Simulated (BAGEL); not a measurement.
# CH5BS (BH2(SMe)): B3LYP/6-31G(d) (density fitting with qzvpp-jkfit, spherical functions)

Aim: the energy change on altering one bond length of CH5BS (BH2(SMe)) at B3LYP/6-31G* (density fitting with qzvpp-jkfit, spherical functions), from 2 runs. 

Program for the calculation: BAGEL 1.2.2.

2 further runs of the same task are left out: 1 that didn't finish, 1 set aside as unsound or not needed. Runs told in other sessions of the task aren't counted.

## Step 1: The molecule

CH5BS has 8 atoms, charge 0, and is taken as a singlet. As SMILES, `[H]B([H])SC`. The coordinates come from a GFN2-xTB relaxation.

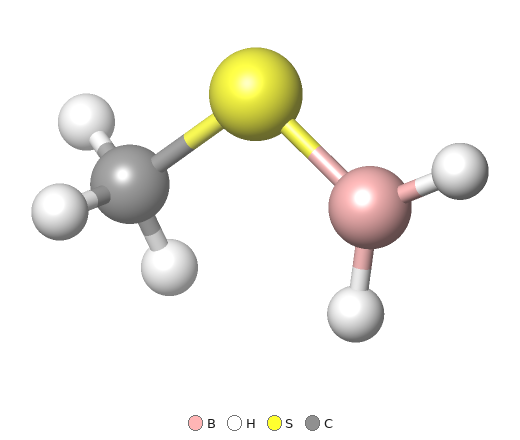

Viewed from a chosen angle; boron pink, hydrogen white, sulfur yellow, carbon grey.

## Step 2: A single-point energy at B3LYP/6-31G(d) (density fitting with qzvpp-jkfit, spherical functions)

Contents of input.json:

```json
{ "bagel" : [

{
  "title" : "molecule",
  "basis" : "6-31gs.json",
  "df_basis" : "qzvpp-jkfit",
  "angstrom" : true,
  "geometry" : [
    { "atom" : "B", "xyz" : [       0.504820,       1.076520,      -1.039970 ] },
    { "atom" : "H", "xyz" : [       1.392850,       1.121670,      -0.282150 ] },
    { "atom" : "H", "xyz" : [       0.461190,       1.736030,      -2.001130 ] },
    { "atom" : "S", "xyz" : [      -0.823740,      -0.020990,      -0.781410 ] },
    { "atom" : "C", "xyz" : [      -0.431520,      -0.855950,       0.800170 ] },
    { "atom" : "H", "xyz" : [       0.641880,      -0.891960,       0.946010 ] },
    { "atom" : "H", "xyz" : [      -0.840650,      -1.858890,       0.749880 ] },
    { "atom" : "H", "xyz" : [      -0.904820,      -0.306430,       1.608590 ] }
  ]
},

{
  "title" : "ks",
  "xc_func" : "b3lyp"
},

{
  "title" : "print",
  "file" : "orbitals.molden",
  "orbitals" : true
}

]}
```

The basis set 6-31G* is read from a file made from the Basis Set Exchange's data (not shown).

Started as:

```bash
BAGEL_NUM_THREADS=1 BAGEL input.json > input.out
```

Log:

```text
* using 1 threads per process

  ===============================================================
  ===============================================================

  *** Geometry ***

  { "atom" : "B", "xyz" : [      0.953972,      2.034328,     -1.965258 ] },
  { "atom" : "H", "xyz" : [      2.632105,      2.119649,     -0.533186 ] },
  { "atom" : "H", "xyz" : [      0.871523,      3.280621,     -3.781588 ] },
  { "atom" : "S", "xyz" : [     -1.556643,     -0.039665,     -1.476651 ] },
  { "atom" : "C", "xyz" : [     -0.815455,     -1.617511,      1.512102 ] },
  { "atom" : "H", "xyz" : [      1.212977,     -1.685560,      1.787700 ] },
  { "atom" : "H", "xyz" : [     -1.588598,     -3.512793,      1.417068 ] },
  { "atom" : "H", "xyz" : [     -1.709862,     -0.579069,      3.039795 ] },

  Number of auxiliary basis functions:      368

  Since a DF basis is specified, we compute 2- and 3-index integrals:
    o Being stored without compression. Storage requirement is 0.009 GB

  Number of basis functions:       56
  Number of electrons      :       32

    * METHOD: MOLECULE                             0.10

  *** Kohn-Sham DFT ***

    * Removing 13719 points whose weight is below 1.00e-10
    * Grid points: 105529

  === Nuclear Repulsion ===
    94.6300015073

       - DIIS with orbital gradients will be used.

  === KS iteration (b3lyp / 6-31gs.json) ===
      0       -421.34793493          0.14864892           0.19
      1       -356.73952475          0.22874739           0.19
      2       -419.99841466          0.10094251           0.19
      3       -451.36514582          0.13497978           0.19
      4       -453.21343748          0.13422905           0.19
      5       -452.80542065          0.14077724           0.19
      6       -452.76898758          0.14140460           0.19
      7       -454.05530085          0.12221642           0.17
      8       -429.26772747          0.20733902           0.17
      9       -463.91276450          0.03042355           0.18
     10       -464.00737600          0.02167466           0.17
     11       -464.14998198          0.00746062           0.17
     12       -464.16573418          0.00139070           0.17
     13       -464.16618634          0.00044106           0.19
     14       -464.16624334          0.00012236           0.19
     15       -464.16624772          0.00001561           0.19
     16       -464.16624773          0.00001257           0.19
     17       -464.16624779          0.00000136           0.19
     18       -464.16624779          0.00000043           0.19
     19       -464.16624779          0.00000021           0.19
     20       -464.16624779          0.00000004           0.17
     21       -464.16624779          0.00000001           0.18
    * SCF iteration converged.

    * Permanent dipole moment:
           (   -0.086884,     0.335770,    -0.583699) a.u.

    * METHOD: KS                                   4.44

    * METHOD: PRINT                                0.01

  ===============================================================
```

It took 4.8 s on 1 thread of Arm Neoverse V2, shared host; peak memory 0.29 GiB.

## Step 3: The distorted shape, same level

Contents of input.json:

```json
{ "bagel" : [

{
  "title" : "molecule",
  "basis" : "6-31gs.json",
  "df_basis" : "qzvpp-jkfit",
  "angstrom" : true,
  "geometry" : [
    { "atom" : "B", "xyz" : [       0.387162,       1.326990,      -1.514410 ] },
    { "atom" : "H", "xyz" : [       1.275192,       1.372140,      -0.756590 ] },
    { "atom" : "H", "xyz" : [       0.343532,       1.986500,      -2.475570 ] },
    { "atom" : "S", "xyz" : [      -0.941398,       0.229480,      -1.255850 ] },
    { "atom" : "C", "xyz" : [      -0.431520,      -0.855950,       0.800170 ] },
    { "atom" : "H", "xyz" : [       0.641880,      -0.891960,       0.946010 ] },
    { "atom" : "H", "xyz" : [      -0.840650,      -1.858890,       0.749880 ] },
    { "atom" : "H", "xyz" : [      -0.904820,      -0.306430,       1.608590 ] }
  ]
},

{ "title" : "ks", "xc_func" : "b3lyp" },

{ "title" : "print", "file" : "orbitals.molden", "orbitals" : true }

]}
```

The basis set 6-31G* is read from a file made from the Basis Set Exchange's data (not shown).

Started as:

```bash
BAGEL_NUM_THREADS=1 BAGEL input.json > input.out
```

Log:

```text
* using 1 threads per process

  ===============================================================
  ===============================================================

  *** Geometry ***

  { "atom" : "B", "xyz" : [      0.731630,      2.507648,     -2.861820 ] },
  { "atom" : "H", "xyz" : [      2.409764,      2.592969,     -1.429748 ] },
  { "atom" : "H", "xyz" : [      0.649181,      3.753941,     -4.678149 ] },
  { "atom" : "S", "xyz" : [     -1.778984,      0.433654,     -2.373213 ] },
  { "atom" : "C", "xyz" : [     -0.815455,     -1.617511,      1.512102 ] },
  { "atom" : "H", "xyz" : [      1.212977,     -1.685560,      1.787700 ] },
  { "atom" : "H", "xyz" : [     -1.588598,     -3.512793,      1.417068 ] },
  { "atom" : "H", "xyz" : [     -1.709862,     -0.579069,      3.039795 ] },

  Number of auxiliary basis functions:      368

  Since a DF basis is specified, we compute 2- and 3-index integrals:
    o Being stored without compression. Storage requirement is 0.009 GB

  Number of basis functions:       56
  Number of electrons      :       32

    * METHOD: MOLECULE                             0.09

  *** Kohn-Sham DFT ***

    * Removing 12875 points whose weight is below 1.00e-10
    * Grid points: 106373

  === Nuclear Repulsion ===
    85.0119210432

       - DIIS with orbital gradients will be used.

  === KS iteration (b3lyp / 6-31gs.json) ===
      0       -416.88786733          0.08979156           0.18
      1       -338.45332164          0.20791510           0.17
      2       -417.32356168          0.09502130           0.17
      3       -450.02268124          0.11899541           0.17
      4       -452.83868784          0.10219940           0.17
      5       -452.58220004          0.10773942           0.17
      6       -452.43865223          0.10837759           0.17
      7       -456.16271520          0.10917987           0.19
      8       -423.82479414          0.17137639           0.19
      9       -463.95396228          0.02140091           0.19
     10       -464.08768739          0.00963715           0.19
     11       -464.09573917          0.00871182           0.19
     12       -464.11721783          0.00291131           0.19
     13       -464.11926687          0.00154009           0.18
     14       -464.12006531          0.00018304           0.17
     15       -464.12007518          0.00004690           0.17
     16       -464.12007574          0.00001787           0.17
     17       -464.12007588          0.00000264           0.17
     18       -464.12007587          0.00000289           0.17
     19       -464.12007588          0.00000052           0.17
     20       -464.12007588          0.00000010           0.17
     21       -464.12007588          0.00000005           0.17
     22       -464.12007588          0.00000002           0.17
     23       -464.12007588          0.00000001           0.17
    * SCF iteration converged.

    * Permanent dipole moment:
           (   -0.151680,     0.387514,    -0.716768) a.u.

    * METHOD: KS                                   4.61

    * METHOD: PRINT                                0.01

  ===============================================================
```

Run time: 5.1 s. Hardware: 1 thread of Arm Neoverse V2, shared host; peak memory 0.3 GiB.

## Step 4: Outcome

At B3LYP/6-31G* (density fitting with qzvpp-jkfit, spherical functions):

| quantity | value |
| --- | --- |
| first shape: total energy | -464.16625 Eh |
| first shape: dipole moment | 1.73 D |
| first shape: HOMO energy | -7.47 eV |
| first shape: LUMO energy | -0.86 eV |
| first shape: HOMO–LUMO gap | 6.61 eV |
| distorted shape: total energy | -464.12008 Eh |
| distorted shape: dipole moment | 2.11 D |
| distorted shape: HOMO energy | -7.60 eV |
| distorted shape: LUMO energy | -2.11 eV |
| distorted shape: HOMO–LUMO gap | 5.48 eV |
| energy change with the S4–C5 bond stretched from 1.831 to 2.380 Å | 1.256 eV |

**Reading.** With the S4–C5 bond stretched from 1.831 to 2.380 Å the energy rises by 1.26 eV (29 kcal/mol). The first shape isn't relaxed at this level, so the change isn't measured from a minimum.
